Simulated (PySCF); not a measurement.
# Run report: C8H14OSi, NMR shielding calculation

The run: NMR shielding calculation of C8H14OSi. Method and program: GIAO PBE0/pcSseg-1 NMR shielding, non-relativistic, gas phase (PySCF 2.14.0).

The geometry comes from this level: GFN2-xTB. It belongs to a series of runs on one base structure; here: H on C replaced by cBu. Figures and captions count atoms from 1; the log counts them from 0 in places.

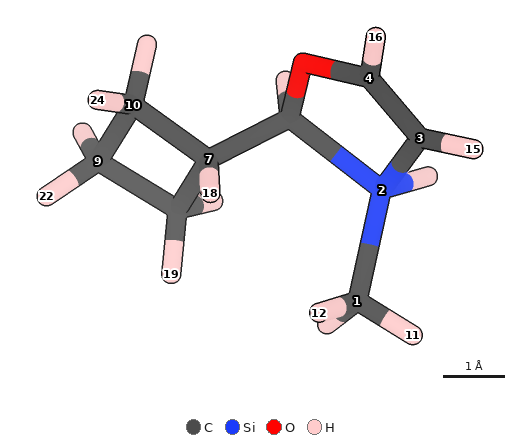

**Figure 1.** The input geometry (stick view, seen at a tilt; atoms are numbered from 1 in the order of the input).

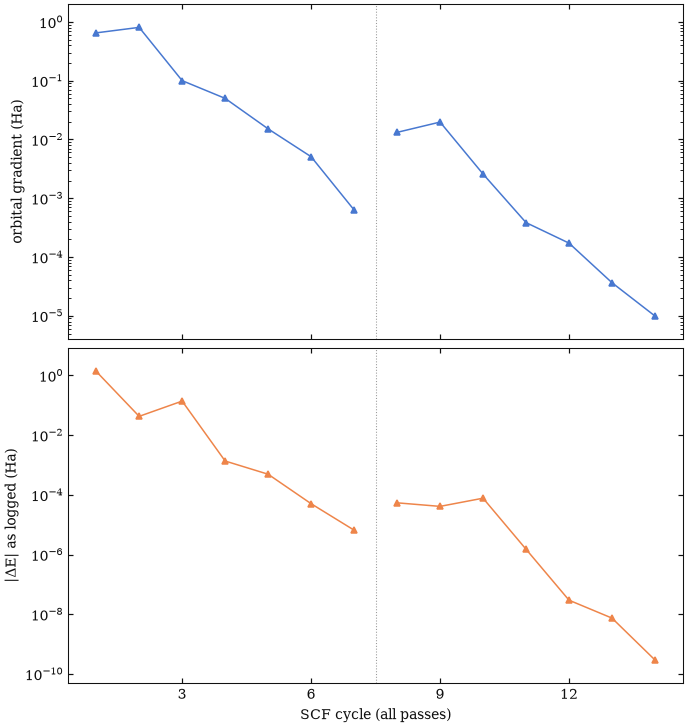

**Figure 2.** Convergence of the self-consistent field: orbital gradient and size of the energy change against the SCF cycle. The dotted line marks the change from a coarse to the final integration grid. The first 7 cycles use a coarse grid, the final grid takes over at cycle 8, and the field converges after 14 cycles in all.

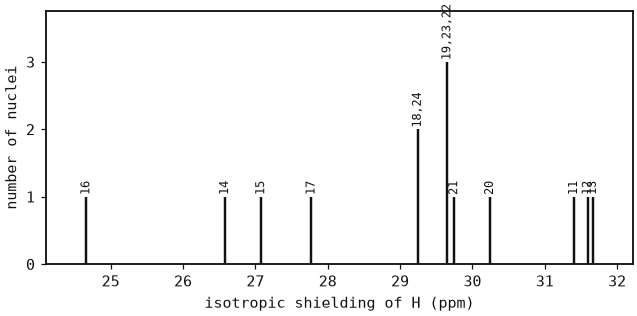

**Figure 3.** Isotropic shieldings of the hydrogen nuclei in this fixed geometry, labelled by atom number; shielding grows to the right, so chemical shift grows to the left. The least shielded is H16 (24.7 ppm), the most shielded H13 (31.7 ppm).

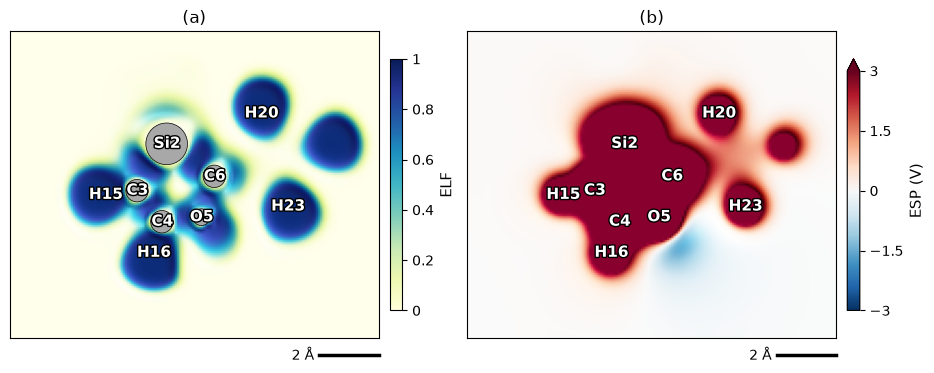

**Figure 4.** (a) electron localisation function; (b) electrostatic potential on the plane of atoms Si2, C6 and O5. Grey discs, where drawn, cover atomic cores. C–O (1.34 Å): the ELF peaks at about 0.90 between the atoms (a shared but strongly polarised pair). C–C (1.34 Å): the ELF peaks at about 0.90 between the atoms (a multiple bond by its length, whose ELF region spreads away from the axis). C–Si (1.87 Å): the ELF peaks at about 0.95 between the atoms (localised, shared-pair bonding).

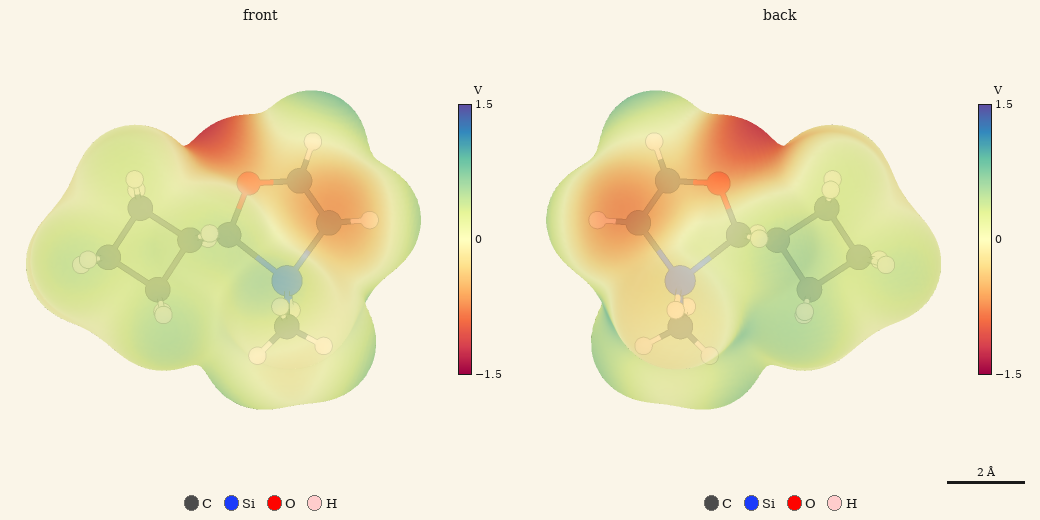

**Figure 5.** The electrostatic potential painted on the density surface at 0.001 e/bohr³, seen at a tilt and from behind; the colour scale runs from red (negative) to blue (positive).

The input that produced these results follows, with the program's output.

## Input file
```
{"job": {"kind": "nmr", "xc": "PBE0", "basis": "pcSseg-1"}, "charge": 0, "multiplicity": 1}
C      2.129202    -0.962751     1.286898
Si     1.882531    -0.397148    -0.507339
C      2.513629     1.308350    -0.922999
C      1.486588     2.057015    -1.340406
O      0.239152     1.580759    -1.408135
C      0.101444     0.228900    -0.933071
C     -0.881436     0.225078     0.227109
C     -1.338137    -1.164643     0.702212
C     -2.804584    -0.745915     0.511507
C     -2.343359     0.578993    -0.113239
H      3.183637    -1.134439     1.477701
H      1.781925    -0.221661     2.000426
H      1.605015    -1.891723     1.485962
H      2.264908    -1.481850    -1.428558
H      3.509230     1.707422    -0.878594
H      1.541840     3.089766    -1.659761
H     -0.339879    -0.330635    -1.765054
H     -0.482719     0.844772     1.032228
H     -1.057633    -1.425665     1.720313
H     -1.020484    -1.963436     0.034040
H     -3.390598    -1.389319    -0.141536
H     -3.342449    -0.618364     1.448788
H     -2.522816     0.647756    -1.184065
H     -2.726743     1.478502     0.363128
```

The first line tells a small driver script what to run in PySCF; the rest is the geometry in Å.

Command:
```bash
OMP_NUM_THREADS=1 python <driver script> task.json out
```

## The program's output
```
coarse grid: 20080 points
cycle   1  E = -677.1489405846  dE =  1.370e+00  |g| = 6.495e-01  |ddm| = 4.445e+00
cycle   2  E = -677.1063806190  dE =  4.256e-02  |g| = 8.051e-01  |ddm| = 1.141e+00
cycle   3  E = -677.2444495831  dE = -1.381e-01  |g| = 1.000e-01  |ddm| = 6.727e-01
cycle   4  E = -677.2458070798  dE = -1.357e-03  |g| = 4.993e-02  |ddm| = 9.658e-02
cycle   5  E = -677.2462966730  dE = -4.896e-04  |g| = 1.513e-02  |ddm| = 5.046e-02
cycle   6  E = -677.2463470890  dE = -5.042e-05  |g| = 5.082e-03  |ddm| = 1.728e-02
cycle   7  E = -677.2463536371  dE = -6.548e-06  |g| = 6.317e-04  |ddm| = 4.817e-03
final grid: 188008 points
cycle   8  E = -677.3181691593  dE = -5.392e-05  |g| = 1.319e-02  |ddm| = 4.015e-02
cycle   9  E = -677.3181281586  dE =  4.100e-05  |g| = 1.974e-02  |ddm| = 2.407e-02
cycle  10  E = -677.3182052253  dE = -7.707e-05  |g| = 2.580e-03  |ddm| = 1.505e-02
cycle  11  E = -677.3182067272  dE = -1.502e-06  |g| = 3.848e-04  |ddm| = 2.572e-03
cycle  12  E = -677.3182067566  dE = -2.948e-08  |g| = 1.723e-04  |ddm| = 4.875e-04
cycle  13  E = -677.3182067640  dE = -7.400e-09  |g| = 3.652e-05  |ddm| = 1.697e-04
cycle  14  E = -677.3182067643  dE = -2.922e-10  |g| = 9.908e-06  |ddm| = 3.876e-05
converged SCF energy = -677.3182067643

GIAO shielding tensors (ppm)
atom      isotropic    diamagn.    paramagn.     s11        s22        s33       span
  0 C      191.443     254.757     -63.313    187.193    193.350    193.787      6.594
  1 Si     362.540     882.316    -519.777    315.092    379.996    392.530     77.438
  2 C       94.905     264.579    -169.674     -4.542    123.306    165.950    170.492
  3 C       16.670     249.489    -232.819    -97.872     54.638     93.244    191.116
  4 O      156.836     399.415    -242.580     62.590    164.612    243.305    180.715
  5 C      106.159     252.768    -146.609     71.877     92.838    153.762     81.885
  6 C      150.693     245.983     -95.289    133.009    154.556    164.515     31.506
  7 C      162.621     250.421     -87.800    147.371    156.727    183.764     36.393
  8 C      170.348     254.183     -83.835    161.028    165.477    184.539     23.511
  9 C      157.223     250.323     -93.100    139.926    150.067    181.675     41.749
 10 H       31.402      28.578       2.823     26.461     28.280     39.465     13.004
 11 H       31.591      33.449      -1.858     27.124     30.363     37.287     10.163
 12 H       31.663      32.485      -0.821     26.484     30.595     37.911     11.428
 13 H       26.579      29.887      -3.309     23.447     24.195     32.094      8.647
 14 H       27.078      30.587      -3.509     25.638     27.026     28.571      2.934
 15 H       24.662      29.084      -4.423     21.715     24.870     27.399      5.684
 16 H       27.774      34.238      -6.464     25.468     27.400     30.454      4.986
 17 H       29.231      34.814      -5.584     25.898     30.365     31.429      5.532
 18 H       29.622      32.732      -3.110     24.941     29.314     34.610      9.669
 19 H       30.241      33.186      -2.946     26.601     30.438     33.683      7.081
 20 H       29.745      29.918      -0.172     26.209     26.603     36.425     10.216
 21 H       29.682      30.142      -0.460     26.303     26.943     35.801      9.498
 22 H       29.651      31.805      -2.154     26.009     28.928     34.016      8.007
 23 H       29.256      30.972      -1.716     25.637     27.121     35.012      9.375
```

## Key numbers

- outcome: converged
- total energy: −677.318207 hartree
- HOMO: −6.48 eV
- LUMO: 0.32 eV
- dipole moment: 1.08 D
- isotropic shielding, C: 16.7 to 191.4 ppm
- isotropic shielding, Si: 362.5 ppm
- isotropic shielding, O: 156.8 ppm
- isotropic shielding, H: 24.7 to 31.7 ppm
- hardware: 1 CPU thread, shared host
- wall time: 76 s
- peak memory: 1.1 GiB
